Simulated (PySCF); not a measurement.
**C2H3BF (SMILES [H]/[C]=C\BF): UTPSSh/pc-0**

What is the vertical ionisation energy of C2H3BF at UTPSSh/pc-0? 

The calculation is run with PySCF 2.14.0.

## Step 1: The molecule

C2H3BF: 7 atoms, total charge 0, spin state doublet. As SMILES, `[H]/[C]=C\BF`. Geometry: relaxed at GFN2-xTB.

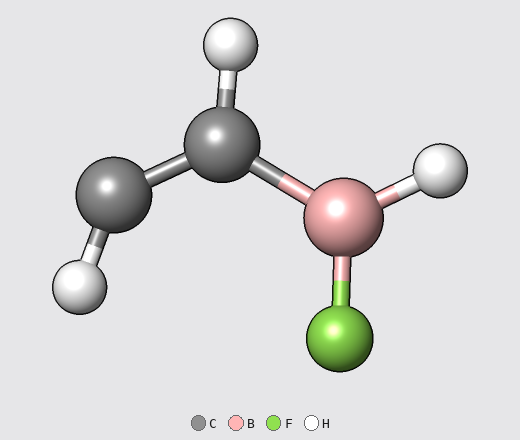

Viewed from a chosen angle; carbon grey, boron pink, fluorine green, hydrogen white.

## Step 2: A single-point energy at UTPSSh/pc-0

Input file input.py:

```python
from pyscf import gto, dft

mol = gto.M(
    atom='''
C     -1.058670     1.087830    -0.170310
C     -0.022110     0.555310     0.414520
B      0.633300    -0.796470    -0.011420
F      0.123450    -1.476110    -1.015100
H     -1.686760     0.812830    -0.990720
H      0.435300     1.069120     1.254490
H      1.575490    -1.252500     0.518530
''',
    charge=0,
    verbose=3,
    spin=1,
    basis='pc-0',
    max_memory=1860,
)

ks = dft.UKS(mol, xc='tpssh')
ks.grids.level = 4
ks.conv_tol = 1e-10
ks.kernel()
if not ks.converged:
    ks = ks.newton().run(ks.mo_coeff, ks.mo_occ)

etot = ks.e_tot
print(f'total energy: {etot:.8f} hartree')
```

Run with:

```
$ OMP_NUM_THREADS=1 python input.py
```

Output:

```text
converged SCF energy = -202.093614087468  <S^2> = 0.76568886  2S+1 = 2.0156278
total energy: -202.09361409 hartree
```

Run time: 16 s. Hardware: 1 thread of Arm Neoverse V2, shared host; peak memory 0.33 GiB.

## Step 3: The singlet cation, same level

Input file run.py:

```python
from pyscf import gto, dft

system = gto.M(
    atom='''
C   -1.058670   1.087830  -0.170310
C   -0.022110   0.555310   0.414520
B    0.633300  -0.796470  -0.011420
F    0.123450  -1.476110  -1.015100
H   -1.686760   0.812830  -0.990720
H    0.435300   1.069120   1.254490
H    1.575490  -1.252500   0.518530
''',
    max_memory=1860,
    basis='pc-0',
    charge=1,
    spin=0,
    verbose=3,
)

mf = dft.RKS(system)
mf.xc = 'tpssh'
mf.conv_tol = 1e-10
mf.grids.level = 4
mf.kernel()
if not mf.converged:
    mf = mf.newton().run(mf.mo_coeff, mf.mo_occ)

etot = mf.e_tot
print(f'total energy: {etot:.8f} hartree')
```

Run with:

```
$ OMP_NUM_THREADS=1 python run.py
```

Output:

```text
converged SCF energy = -201.741765446551
total energy: -201.74176545 hartree
```

It took 8.4 s on 1 thread of Arm Neoverse V2, shared host; peak memory 0.29 GiB.

## Step 4: Summary of results

At UTPSSh/pc-0:

```
                                          quantity          value
                      doublet C2H3BF: total energy  -202.09361 Eh
                     doublet C2H3BF: dipole moment         0.62 D
doublet C2H3BF: HOMO energy (highest over α and β)       -6.35 eV
 doublet C2H3BF: LUMO energy (lowest over α and β)       -2.48 eV
                              doublet C2H3BF: ⟨S²⟩          0.766
                      singlet cation: total energy  -201.74177 Eh
                       singlet cation: HOMO energy      -15.79 eV
                       singlet cation: LUMO energy      -12.51 eV
                     singlet cation: HOMO–LUMO gap        3.28 eV
vertical ionisation energy (to the singlet cation)       9.574 eV
```

Removing an electron at fixed nuclei costs 9.57 eV (221 kcal/mol). Only the singlet of the ionised species was computed; a triplet could lie lower. Mulliken charges (singlet cation) run from -0.43 on C2 to +0.39 on H6.
